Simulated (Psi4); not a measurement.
# CH8Si2 (SMILES [SiH3]C[SiH3]): r2SCAN/def2-SVP

Aim: the vertical singlet–triplet gap of CH8Si2 at r2SCAN/def2-SVP, from 2 runs. 

The results are computed with Psi4 1.11.

## 1. The structure to begin with

CH8Si2: 11 atoms, total charge 0, spin state singlet. As SMILES, `[SiH3]C[SiH3]`. Geometry: relaxed at PBE0-D4/def2-TZVP.

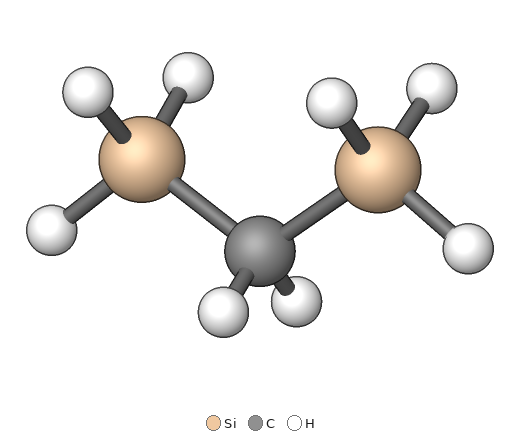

Viewed from a chosen angle; silicon light orange, carbon grey, hydrogen white.

## 2. Energy and forces at r2SCAN/def2-SVP

File ch8si2.dat:

```
memory 2.2 GB

molecule {
  0 1
  Si
  C 1 R2
  Si 2 R3 1 A3
  H 1 R4 2 A4 3 D4
  H 1 R5 4 A5 2 D5
  H 1 R6 5 A6 4 D6
  H 2 R7 1 A7 6 D7
  H 2 R8 7 A8 1 D8
  H 3 R9 2 A9 7 D9
  H 3 R10 9 A10 2 D10
  H 3 R11 9 A11 10 D11

  R2 = 1.872112
  R3 = 1.872123
  A3 = 114.37751
  R4 = 1.487955
  A4 = 111.08943
  D4 = -179.97081
  R5 = 1.487478
  A5 = 108.44097
  D5 = 121.23997
  R6 = 1.487471
  A6 = 108.4099
  D6 = -117.54335
  R7 = 1.095199
  A7 = 108.79898
  D7 = 62.10203
  R8 = 1.095216
  A8 = 107.01206
  D8 = -117.39945
  R9 = 1.487479
  A9 = 110.19264
  D9 = -62.10858
  R10 = 1.487482
  A10 = 108.40993
  D10 = 120.66819
  R11 = 1.487949
  A11 = 108.44093
  D11 = 117.54403
  units angstrom
  symmetry c1
}

set puream true
set e_convergence 1e-09
set d_convergence 1e-08
set scf_type pk
set dft_radial_points 99
set dft_spherical_points 590

E, wfn = gradient('r2scan/def2-SVP', return_wfn=True)
oeprop(wfn, 'WIBERG_LOWDIN_INDICES', 'LOWDIN_CHARGES', 'QUADRUPOLE')
```

Launch:

```bash
$ psi4 -n 1 ch8si2.dat ch8si2.out
```

ch8si2.out:

```text
[...]
  Running in c1 symmetry.
[...]
  Nuclear repulsion =  151.529953680492270
[...]
  Multiplicity = 1
[...]
  Nalpha       = 21
  Nbeta        = 21
[...]
    Number of basis functions: 90
[...]
   @RKS iter   1:  -621.33078811973178   -2.16478e-01   7.59934e-03 DIIS/ADIIS
[...]
   @RKS iter  10:  -621.59871122710774   -4.09273e-12   3.40653e-09 DIIS
[...]
  @RKS Final Energy:  -621.59871122710774
   => Energetics <=
    Nuclear Repulsion Energy =            151.5299536804922695
    One-Electron Energy =               -1159.4647995743789579
    Two-Electron Energy =                 436.4749866261167881
    DFT Exchange-Correlation Energy =     -50.1388519593378419
    Empirical Dispersion Energy =           0.0000000000000000
    VV10 Nonlocal Energy =                  0.0000000000000000
    Total Energy =                       -621.5987112271077422
[...]
  -Total Gradient:
     Atom            X                  Y                   Z
    ------   -----------------  -----------------  -----------------
       1        0.000001918918    -0.000785393298     0.001686622841
       2        0.000009983190     0.003347955409     0.002155038698
       3        0.000001267212     0.001210669978    -0.001406568948
       4       -0.000000029112    -0.002423771579     0.001050140806
       5        0.002102933445     0.001242791389     0.001037312550
       6       -0.002104054396     0.001244355544     0.001039957555
       7       -0.004785948594    -0.003364476458    -0.002169322007
       8        0.004774312256    -0.003360323849    -0.002166578006
       9       -0.002101726704     0.001459359056     0.000703468418
      10        0.002101653092     0.001457132703     0.000703042542
      11       -0.000000289317    -0.000043793923    -0.002643070750
[...]
 Multipole Moments:
 ------------------------------------------------------------------------------------
     Multipole            Electronic (a.u.)      Nuclear  (a.u.)        Total (a.u.)
 ------------------------------------------------------------------------------------
 L = 1.  Multiply by 2.5417464519 to convert [e a0] to [Debye]
 Dipole X            :         -0.0000680            0.0000841            0.0000161
 Dipole Y            :          0.1704288            0.1185909            0.2890197
 Dipole Z            :          0.1099214            0.0764423            0.1863637
 Magnitude           :                                                    0.3438950
 L = 2.  Multiply by 1.3450342976 to convert [e a0^2] to [Debye ang]
 Quadrupole XX       :        -54.2794371           26.3299016          -27.9495355
 Quadrupole XY       :         -0.0001358            0.0001414            0.0000056
[...]
```

It took 50 s on 1 thread of Intel Xeon Platinum 8488C (Sapphire Rapids), shared host; peak memory 1.5 GiB.

## 3. The triplet: the energy at U-r2SCAN/def2-SVP

File ch8si2_ase.py:

```python
import numpy as np
from ase.calculators.psi4 import Psi4
from ase import Atoms

atoms = Atoms(['Si', 'C', 'Si', 'H', 'H', 'H', 'H', 'H', 'H', 'H', 'H'], positions=[
    [-1.158980, 1.034720, -0.344660],
    [-0.286340, -0.621440, -0.365590],
    [1.335180, -0.652340, 0.569590],
    [-2.435800, 0.976800, -1.106490],
    [-0.293510, 2.078920, -0.955560],
    [-1.463790, 1.436810, 1.054620],
    [-0.954100, -1.377620, 0.060730],
    [-0.099440, -0.908830, -1.405770],
    [1.110650, -0.304370, 1.998260],
    [2.282060, 0.336720, -0.011600],
    [1.964060, -1.999380, 0.506460],
])
calc = Psi4(atoms=atoms, method='r2scan', basis='def2-SVP', memory='2200MB', num_threads=1, charge=0, multiplicity=3, label='calc', reference='uks')
calc.psi4.set_options({'puream': True, 'e_convergence': 1e-09, 'd_convergence': 1e-08, 'scf_type': 'pk', 'dft_radial_points': 99, 'dft_spherical_points': 590, 'maxiter': 100})
atoms.calc = calc

print(f'energy: {atoms.get_potential_energy():.6f} eV')
```

Launch:

```bash
$ python ch8si2_ase.py
```

calc.dat:

```text
[...]
  Running in c1 symmetry.
[...]
  Nuclear repulsion =  151.529950661497395
[...]
  Multiplicity = 3
[...]
  Nalpha       = 22
  Nbeta        = 20
[...]
    Number of basis functions: 90
[...]
   @UKS iter   1:  -620.96360155816728    1.50709e-01   8.40512e-03 DIIS/ADIIS
[...]
   @UKS iter  20:  -621.31962837355570   -4.66116e-12   4.97298e-09 DIIS
[...]
   @S^2 Observed:                2.009924674E+00
[...]
    Orbital Energies [Eh]
    ---------------------
    Alpha Occupied:
       1A    -65.846663     2A    -65.846625     3A    -10.096233
       4A     -5.236218     5A     -5.236192     6A     -3.583856
       7A     -3.583823     8A     -3.580119     9A     -3.580111
      10A     -3.579295    11A     -3.579284    12A     -0.734419
      13A     -0.539198    14A     -0.510473    15A     -0.444633
      16A     -0.407242    17A     -0.367655    18A     -0.345307
      19A     -0.330870    20A     -0.319298    21A     -0.318870
      22A     -0.036559
    Alpha Virtual:
      23A     -0.008471    24A      0.020103    25A      0.020275
[...]
  @UKS Final Energy:  -621.31962837355570
   => Energetics <=
    Nuclear Repulsion Energy =            151.5299506614973950
    One-Electron Energy =               -1158.0746206808526040
    Two-Electron Energy =                 435.2581068172935943
    DFT Exchange-Correlation Energy =     -50.0330651714940728
    Empirical Dispersion Energy =           0.0000000000000000
    VV10 Nonlocal Energy =                  0.0000000000000000
    Total Energy =                       -621.3196283735557017
[...]
 Multipole Moments:
 ------------------------------------------------------------------------------------
     Multipole            Electronic (a.u.)      Nuclear  (a.u.)        Total (a.u.)
 ------------------------------------------------------------------------------------
 L = 1.  Multiply by 2.5417464519 to convert [e a0] to [Debye]
 Dipole X            :         -0.2198381           -0.0521295           -0.2719676
 Dipole Y            :         -0.4769370           -0.1130379           -0.5899749
 Dipole Z            :         -0.2805092           -0.0664233           -0.3469325
 Magnitude           :                                                    0.7364773
[...]
```

The script printed:

```text
energy: -16906.968252 eV
```

Wall time 1.8 min (1 thread of Intel Xeon Platinum 8488C (Sapphire Rapids), shared host); peak memory 1.5 GiB.

## 4. Results

Level: r2SCAN/def2-SVP.

| quantity | value |
| --- | --- |
| singlet: total energy | -621.59871 Eh |
| singlet: dipole moment | 0.87 D |
| singlet: HOMO energy | -7.85 eV |
| singlet: LUMO energy | 0.25 eV |
| singlet: HOMO–LUMO gap | 8.10 eV |
| singlet: largest force on an atom | 0.321 eV/Å |
| triplet: total energy | -621.31963 Eh |
| triplet: dipole moment | 1.87 D |
| triplet: HOMO energy (highest over α and β) | -0.99 eV |
| triplet: ⟨S²⟩ | 2.010 |
| vertical energy of the triplet above the singlet | 7.594 eV |

At this shape the triplet lies 7.59 eV (733 kJ/mol) above the singlet. The largest force (singlet) is 0.32 eV/Å: the shape isn't a stationary point for this species at this level.
